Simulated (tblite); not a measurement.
## Run report: C$_{5}$H$_{4}$F$_{2}$GeN (charge −1), saddle-point search

The run: saddle-point search of C$_{5}$H$_{4}$F$_{2}$GeN, charge −1, SMILES CC#[C][Ge-]([C]#N)[CH](F)F. Method and program: GFN2-xTB saddle search (eigenvector following) and harmonic vibrations, gas phase (tblite 0.8.0).

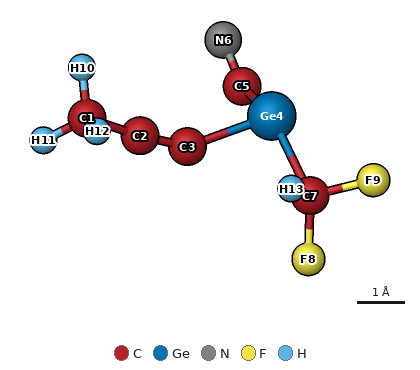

**Figure 1.** The input geometry (ball-and-stick view, seen at a tilt; atoms are numbered from 1 in the order of the input). Sticks mark near contacts. Bond lengths as drawn: C–C 1.21 to 1.45 Å, C–F 1.38 to 1.40 Å, C–Ge 1.96 to 2.14 Å, C–H 1.09 to 1.11 Å and C–N 1.16 Å.

The input:
```
{"job": {"xc": "GFN2-xTB", "basis": "xTB", "kind": "saddle"}, "charge": -1, "multiplicity": 1}
C      2.634714     0.396453    -0.703040
C      1.374731     0.232809     0.005730
C      0.270147     0.117435     0.488580
Ge    -1.626296     0.499262     0.193780
C     -1.499316     2.002386     1.515330
N     -1.308944     3.149281     1.477114
C     -2.024091    -1.597172     0.052848
F     -1.918186    -2.651090     0.942193
F     -3.337483    -1.631764    -0.424633
H      2.625016     1.381550    -1.180159
H      3.507560     0.321854    -0.050196
H      2.705889    -0.362157    -1.487644
H     -1.403741    -1.858847    -0.829903
```

The first line tells a small driver script what to run in tblite; the rest is the geometry in Å.

Machine: 1 CPU thread, shared host.

Command:
```bash
OMP_NUM_THREADS=1 python <driver script> task.json out
```

Output:
```
step      E/eV     max force
  0    -738.82079   0.8042
  1    -738.88780   0.5349
  2    -738.92322   0.3438
  3    -738.90493   0.2843
  4    -738.89321   0.2604
  5    -738.85871   0.2307
  6    -738.83242   0.2805
  7    -738.80369   0.3370
  8    -738.77265   0.3235
  9    -738.73461   0.6434
 10    -738.77598   0.3210
 11    -738.76716   0.2706
 12    -738.75333   0.3126
 13    -738.74118   0.3197
 14    -738.72636   0.3121
 15    -738.71320   0.4974
 16    -738.68763   0.2593
 17    -738.66192   0.3522
 18    -738.64526   0.3496
 19    -738.63998   0.6276
 20    -738.64964   0.2109
 21    -738.65223   0.2461
 22    -738.65394   0.2984
 23    -738.65748   0.1508
 24    -738.65228   1.5688
 25    -738.65886   0.1227
 26    -738.66250   0.3060
 27    -738.66074   0.0486
 28    -738.66206   0.1407
 29    -738.66128   0.0355
 30    -738.66187   0.0399
 31    -738.66271   0.0383
 32    -738.66369   0.0610
 33    -738.66452   0.0709
 34    -738.66526   0.0689
 35    -738.66621   0.1066
 36    -738.66712   0.1052
 37    -738.66793   0.0894
 38    -738.66857   0.1683
 39    -738.66833   0.0122
 40    -738.66854   0.2174
 41    -738.66854   0.0106
 42    -738.66875   0.0330
 43    -738.66863   0.0094
 44    -738.66875   0.0156
 45    -738.66884   0.0146
 46    -738.66895   0.0116
 47    -738.66907   0.0137
 48    -738.66916   0.0136
 49    -738.66921   0.0185
 50    -738.66918   0.0337
 51    -738.66925   0.0062
 52    -738.66924   0.0306
 53    -738.66926   0.0041
lowest wavenumbers (cm-1): -137.3 17.1 31.2 33.1 40.0 53.6
```

Trajectory as extended XYZ (Å, eV, eV/Å), 12 frames, from step=0 to step=53:
```
13
Properties=species:S:1:pos:R:3:forces:R:3 step=0 energy=-738.82079
C     2.6347    0.3965   -0.7030    0.0680  -0.0150  -0.0080
C     1.3747    0.2328    0.0057    0.0060   0.0190  -0.1020
C     0.2701    0.1174    0.4886    0.0880   0.1110  -0.2250
Ge   -1.6263    0.4993    0.1938   -0.0270   0.3710  -0.7130
C    -1.4993    2.0024    1.5153    0.0030   0.1540   0.3110
N    -1.3089    3.1493    1.4771   -0.0970  -0.0920   0.2730
C    -2.0241   -1.5972    0.0528   -0.0210  -0.1390   0.0770
F    -1.9182   -2.6511    0.9422   -0.1550   0.0200  -0.0820
F    -3.3375   -1.6318   -0.4246    0.0170  -0.2550   0.1510
H     2.6250    1.3815   -1.1802    0.1220  -0.0350   0.0410
H     3.5076    0.3219   -0.0502   -0.0270  -0.0030   0.0110
H     2.7059   -0.3622   -1.4876    0.1110  -0.0140   0.0200
H    -1.4037   -1.8588   -0.8299   -0.0880  -0.1210   0.2460
13
Properties=species:S:1:pos:R:3:forces:R:3 step=4 energy=-738.89321
C     2.6001    0.3860   -0.7084    0.0490   0.0280   0.0280
C     1.2662    0.3317   -0.1280    0.0540   0.0240  -0.1100
C     0.1271    0.3001    0.2724   -0.1220   0.0610  -0.1950
Ge   -1.8279    0.5616    0.2972    0.1420   0.0570  -0.0930
C    -1.3712    2.1425    1.5890   -0.1040  -0.1310  -0.0750
N    -1.1469    3.2827    1.5816   -0.0690  -0.1540   0.1930
C    -1.9871   -1.7046    0.0894   -0.1130  -0.0480  -0.0540
F    -2.0013   -2.8385    0.9017    0.0140   0.2600   0.0050
F    -3.2295   -1.7652   -0.5749    0.1580  -0.0090   0.1190
H     2.7250    1.3580   -1.1949    0.0950  -0.0490   0.0160
H     3.3850    0.2622    0.0424   -0.0530   0.0010  -0.0050
H     2.7015   -0.3989   -1.4618    0.0820  -0.0100  -0.0050
H    -1.2408   -1.9176   -0.7055   -0.1330  -0.0300   0.1760
13
Properties=species:S:1:pos:R:3:forces:R:3 step=9 energy=-738.73461
C     2.4989    0.3511   -0.7287    0.0290   0.0190   0.0150
C     1.1578    0.3852   -0.1716    0.0240   0.0260  -0.0620
C     0.0212    0.4154    0.2324   -0.0890   0.0150  -0.1220
Ge   -1.9069    0.5396    0.5909    0.0240   0.0500  -0.0750
C    -1.2874    2.2966    1.6371   -0.0690   0.0010  -0.0770
N    -1.0922    3.4405    1.5557   -0.0800  -0.2800   0.1610
C    -1.8569   -1.7927    0.1131   -0.3150  -0.2530  -0.0860
F    -2.1313   -3.0269    0.7541    0.0940   0.5980  -0.2180
F    -2.9473   -1.6513   -0.8047    0.4420  -0.0990   0.3480
H     2.6959    1.2874   -1.2499    0.0720   0.0700  -0.0560
H     3.2495    0.2202    0.0495    0.0510  -0.0210   0.0790
H     2.5770   -0.4713   -1.4386    0.0840  -0.0870  -0.0840
H    -0.9782   -1.9939   -0.5394   -0.2670  -0.0390   0.1760
13
Properties=species:S:1:pos:R:3:forces:R:3 step=14 energy=-738.72636
C     2.4915    0.3388   -0.7621    0.0530  -0.0050  -0.0230
C     1.1501    0.3811   -0.1980   -0.0100   0.0120  -0.0530
C     0.0193    0.4194    0.2256   -0.0010   0.0250  -0.1120
Ge   -1.8875    0.5058    0.7204   -0.0020   0.0450  -0.1370
C    -1.2974    2.3461    1.6462   -0.0320  -0.0930  -0.0050
N    -1.2112    3.5029    1.5763   -0.0280  -0.1330   0.1120
C    -1.8138   -1.8232    0.1443   -0.1290  -0.0860  -0.0320
F    -2.2974   -3.0314    0.6813    0.0600   0.3050  -0.0280
F    -2.7609   -1.5185   -0.8762    0.1770  -0.0930   0.1520
H     2.6991    1.2800   -1.2794    0.0440  -0.0540   0.0190
H     3.2409    0.1946    0.0213   -0.0380   0.0100  -0.0340
H     2.5701   -0.4836   -1.4808    0.0320   0.0530   0.0440
H    -0.9028   -2.1120   -0.4188   -0.1260   0.0130   0.0970
13
Properties=species:S:1:pos:R:3:forces:R:3 step=19 energy=-738.63998
C     2.4939    0.3485   -0.8146   -0.0270  -0.0430   0.0780
C     1.1926    0.3536   -0.1564   -0.1240   0.0080   0.0300
C     0.1048    0.3537    0.3750    0.1280   0.0220  -0.1270
Ge   -1.7753    0.3966    0.9953    0.0030   0.0410  -0.0200
C    -1.3520    2.4803    1.5345   -0.0420   0.4910  -0.0670
N    -1.4485    3.6422    1.4958    0.0450  -0.6210   0.0790
C    -1.7628   -1.9090    0.1890   -0.1810  -0.2120  -0.1240
F    -2.6227   -2.9793    0.5512    0.2850   0.3850  -0.1370
F    -2.4439   -1.3153   -0.9351    0.1890  -0.2240   0.2340
H     2.7432    1.3507   -1.1624    0.0220   0.0750  -0.0220
H     3.2736    0.0150   -0.1261   -0.0150  -0.0040   0.0210
H     2.4772   -0.3256   -1.6724   -0.0010  -0.0280  -0.0300
H    -0.8800   -2.4114   -0.2737   -0.2810   0.1100   0.0860
13
Properties=species:S:1:pos:R:3:forces:R:3 step=24 energy=-738.65228
C     2.5382    0.3907   -0.8165   -0.0020  -0.0040  -0.0020
C     1.2100    0.3661   -0.2158    0.0190   0.0030  -0.0130
C     0.1079    0.3370    0.2803   -0.0100  -0.0010   0.0000
Ge   -1.7244    0.3348    1.0363    0.0120   0.0030  -0.0050
C    -1.3470    2.4704    1.4202   -0.1590   1.5410   0.2010
N    -1.4740    3.6264    1.5881    0.1580  -1.5480  -0.2000
C    -1.7909   -1.9314    0.1851    0.0260  -0.0780  -0.0180
F    -2.7238   -2.8723    0.6578    0.0530   0.0630  -0.0280
F    -2.4561   -1.3630   -0.9421   -0.0230   0.0000  -0.0040
H     2.8039    1.4089   -1.1117   -0.0060  -0.0180   0.0070
H     3.2827    0.0296   -0.1022   -0.0200   0.0040  -0.0140
H     2.5652   -0.2495   -1.7023    0.0030   0.0140   0.0240
H    -0.9917   -2.5478   -0.2772   -0.0510   0.0190   0.0520
13
Properties=species:S:1:pos:R:3:forces:R:3 step=28 energy=-738.66206
C     2.5205    0.3804   -0.8167    0.0020  -0.0020  -0.0010
C     1.1980    0.3629   -0.2052   -0.0010   0.0010  -0.0040
C     0.1000    0.3393    0.3001    0.0000   0.0040  -0.0070
Ge   -1.7334    0.3416    1.0473    0.0030   0.0020  -0.0020
C    -1.3488    2.4733    1.4300   -0.0130   0.1400  -0.0050
N    -1.4603    3.6214    1.5709    0.0080  -0.1400   0.0110
C    -1.7767   -1.9237    0.1871   -0.0040  -0.0160  -0.0110
F    -2.7053   -2.8840    0.6222    0.0180   0.0300  -0.0060
F    -2.4278   -1.3435   -0.9456    0.0060  -0.0220   0.0120
H     2.7834    1.3950   -1.1243    0.0040  -0.0020   0.0010
H     3.2703    0.0261   -0.1054   -0.0030   0.0000   0.0000
H     2.5396   -0.2687   -1.6953    0.0040   0.0020   0.0030
H    -0.9595   -2.5202   -0.2652   -0.0240   0.0020   0.0100
13
Properties=species:S:1:pos:R:3:forces:R:3 step=33 energy=-738.66452
C     2.5278    0.3887   -0.8203    0.0040   0.0000  -0.0020
C     1.2032    0.3647   -0.2139    0.0000   0.0020  -0.0050
C     0.1035    0.3362    0.2874    0.0000   0.0040  -0.0070
Ge   -1.7317    0.3424    1.0297    0.0010   0.0010  -0.0040
C    -1.3502    2.4754    1.4095   -0.0110   0.0700   0.0000
N    -1.4682    3.6145    1.6028    0.0040  -0.0670   0.0090
C    -1.7806   -1.9299    0.1923    0.0010  -0.0120  -0.0060
F    -2.7386   -2.8536    0.6413    0.0100   0.0170   0.0010
F    -2.4058   -1.3614   -0.9596    0.0010  -0.0120   0.0040
H     2.7976    1.4087   -1.1034    0.0040  -0.0050   0.0010
H     3.2731    0.0135   -0.1151   -0.0020   0.0000   0.0000
H     2.5461   -0.2399   -1.7137    0.0040   0.0020   0.0030
H    -0.9761   -2.5593   -0.2370   -0.0140   0.0000   0.0060
13
Properties=species:S:1:pos:R:3:forces:R:3 step=38 energy=-738.66857
C     2.5672    0.4061   -0.8284    0.0010   0.0010   0.0030
C     1.2290    0.3839   -0.2516   -0.0020   0.0010   0.0020
C     0.1193    0.3565    0.2276    0.0050   0.0000  -0.0010
Ge   -1.7130    0.3393    0.9820    0.0020   0.0030   0.0010
C    -1.3868    2.4835    1.3646   -0.0200   0.1570   0.0400
N    -1.5281    3.5894    1.6940    0.0180  -0.1620  -0.0420
C    -1.7818   -1.9449    0.1888   -0.0170  -0.0490  -0.0120
F    -2.7904   -2.7489    0.7523    0.0490   0.0360  -0.0280
F    -2.4129   -1.4236   -0.9796    0.0020  -0.0050   0.0160
H     2.8785    1.4332   -1.0328   -0.0020  -0.0040   0.0020
H     3.2829   -0.0441   -0.1363   -0.0040   0.0010  -0.0030
H     2.5854   -0.1584   -1.7633    0.0010  -0.0010  -0.0010
H    -1.0494   -2.6721   -0.2173   -0.0320   0.0190   0.0240
13
Properties=species:S:1:pos:R:3:forces:R:3 step=43 energy=-738.66863
C     2.5609    0.4079   -0.8272    0.0020   0.0000  -0.0010
C     1.2239    0.3816   -0.2482    0.0010   0.0010  -0.0010
C     0.1152    0.3509    0.2328    0.0010   0.0010  -0.0010
Ge   -1.7187    0.3398    0.9817    0.0010   0.0000  -0.0010
C    -1.3803    2.4828    1.3599   -0.0020   0.0090   0.0000
N    -1.5065    3.5890    1.6890   -0.0020  -0.0090   0.0020
C    -1.7836   -1.9459    0.1924    0.0000  -0.0030  -0.0020
F    -2.7928   -2.7574    0.7379    0.0030   0.0050   0.0000
F    -2.4023   -1.4226   -0.9817   -0.0010  -0.0020   0.0010
H     2.8680    1.4363   -1.0317    0.0010  -0.0040   0.0010
H     3.2792   -0.0400   -0.1366   -0.0010   0.0000  -0.0020
H     2.5792   -0.1561   -1.7626    0.0010   0.0010   0.0020
H    -1.0420   -2.6661   -0.2057   -0.0030   0.0000   0.0010
13
Properties=species:S:1:pos:R:3:forces:R:3 step=48 energy=-738.66916
C     2.5753    0.4097   -0.8325    0.0040   0.0000  -0.0010
C     1.2355    0.3887   -0.2597    0.0010   0.0000   0.0000
C     0.1245    0.3627    0.2163    0.0000   0.0000   0.0000
Ge   -1.7103    0.3405    0.9648    0.0000   0.0010   0.0000
C    -1.3993    2.4847    1.3517   -0.0020   0.0120   0.0040
N    -1.5498    3.5764    1.7179    0.0010  -0.0130  -0.0040
C    -1.7774   -1.9481    0.1905   -0.0020  -0.0080  -0.0020
F    -2.8069   -2.7048    0.7774    0.0080   0.0060  -0.0040
F    -2.3956   -1.4423   -0.9906    0.0000  -0.0010   0.0020
H     2.9036    1.4382   -1.0003   -0.0010  -0.0070   0.0010
H     3.2818   -0.0762   -0.1553   -0.0040   0.0030  -0.0050
H     2.5865   -0.1221   -1.7867    0.0010   0.0030   0.0050
H    -1.0680   -2.7074   -0.1936   -0.0060   0.0040   0.0030
13
Properties=species:S:1:pos:R:3:forces:R:3 step=53 energy=-738.66926
C     2.5854    0.4168   -0.8344    0.0020   0.0000  -0.0010
C     1.2440    0.3933   -0.2652    0.0000   0.0000   0.0000
C     0.1316    0.3654    0.2076    0.0000   0.0000   0.0000
Ge   -1.7040    0.3359    0.9552    0.0000   0.0000   0.0000
C    -1.4066    2.4811    1.3441    0.0000   0.0000   0.0000
N    -1.5686    3.5694    1.7152    0.0000   0.0000   0.0000
C    -1.7766   -1.9546    0.1916    0.0000   0.0000   0.0000
F    -2.8202   -2.6685    0.8073    0.0000   0.0000   0.0000
F    -2.3946   -1.4592   -0.9934    0.0000   0.0000   0.0000
H     2.9333    1.4457   -0.9523   -0.0010  -0.0040   0.0000
H     3.2811   -0.1144   -0.1806   -0.0020   0.0020  -0.0030
H     2.5886   -0.0687   -1.8129    0.0000   0.0020   0.0030
H    -1.0934   -2.7424   -0.1821    0.0000   0.0000   0.0000
```

Key numbers:

```json
{"quantity": "outcome", "value": "converged"}
{"quantity": "total energy", "value": "−738.6693 eV"}
{"quantity": "point group", "value": "C1"}
{"quantity": "wall time", "value": "16 s"}
{"quantity": "peak memory", "value": "0.2 GiB"}
```
